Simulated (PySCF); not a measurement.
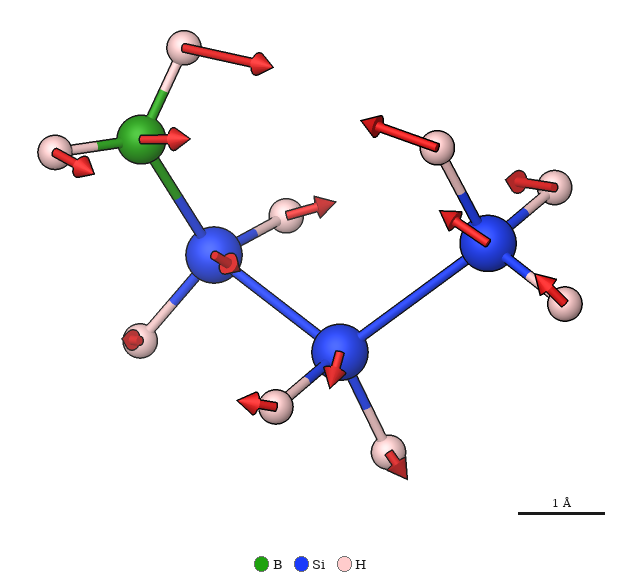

This is a relaxation of BSi3H9. The starting structure is drawn; red arrows show the displacements, magnified 5 times. The two geometries are superimposed by the best rigid fit.

A ball-and-stick model, seen at a tilt.

The start comes from GFN2-xTB. Its atoms were then displaced at random by about 0.01 Å.

Level of theory: PBE0-D3(BJ)/def2-SVP geometry optimisation, gas phase in PySCF. 

Question: Atoms of which element are displaced furthest, and by how much?

Answer: Hydrogen: up to 0.27 Å, against 0.15 Å for silicon.

Question: What happened in the run?

Answer: The atom that moves furthest after the best rigid fit is an H atom (0.27 Å). Largest moves by element: H 0.27 Å, Si 0.15 Å, B 0.14 Å. Near-neighbour distances that change, for instance: B–Si 1.906 → 1.995 Å, H–Si 1.429 → 1.495 Å, H–Si 1.454 → 1.495 Å, B–H 1.174 → 1.208 Å. Among the angles between lasting bonds that change: H–Si–H 101.3° → 108.6°, Si–Si–Si 116.0° → 109.4°, H–Si–H 103.0° → 109.3°. The energy falls by 24.8 kJ/mol in 5 geometry steps. The run took 29 s on 1 thread of Arm Neoverse V1, on a shared host.
